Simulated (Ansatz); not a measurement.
Si (diamond structure), cut as [100] wire, round, centred on bond, 0.76 nm across, F-ended

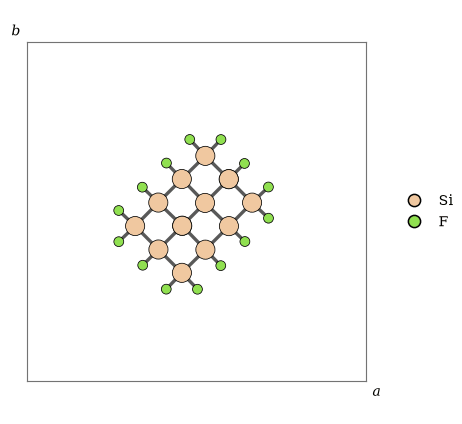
Structure after relaxation, one periodic cell

All values below come from PBE (plane waves to 420 eV, PAW; Ansatz, a first-principles code).

- change of bonding against the cut: none
- number of neighbours within 2.857 Å (ending not counted): 2 for 4 atoms, 3 for 6 atoms, 4 for 2 atoms
- mean Si-Si distance (least to greatest): 2.380 Å (2.364 to 2.385)
